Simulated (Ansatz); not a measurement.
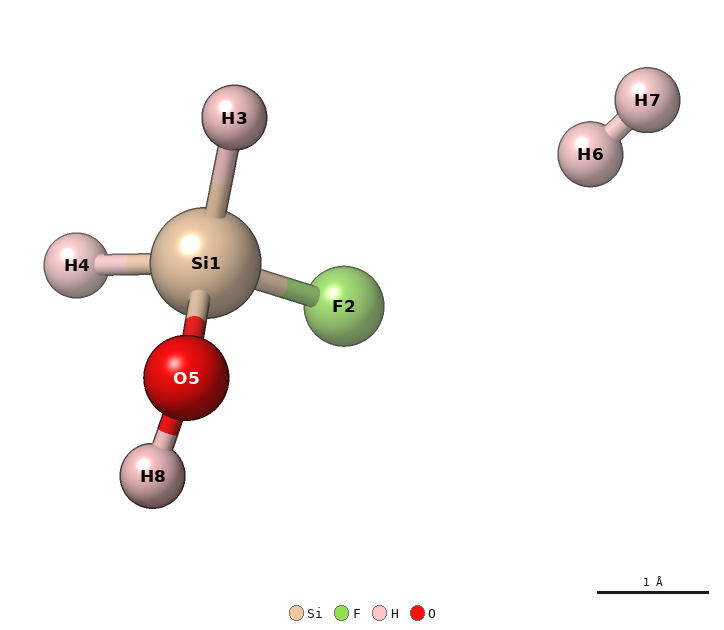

Orthographic view. Distant atoms are faded towards the background colour. The geometry was computed by an optimisation with PBE0-D4/def2-TZVP.

List all interatomic distances (Å) as a matrix.

```
atom   Si1    F2    H3    H4    O5    H6    H7    H8
 Si1  0.00                                          
  F2  1.60  0.00                                    
  H3  1.47  2.49  0.00                              
  H4  1.48  2.46  2.48  0.00                        
  O5  1.63  2.66  2.49  2.58  0.00                  
  H6  3.68  2.65  3.45  4.79  4.57  0.00            
  H7  4.29  3.38  3.87  5.43  5.14  0.75  0.00      
  H8  2.26  3.04  3.37  2.83  0.96  5.19  5.82  0.00
```
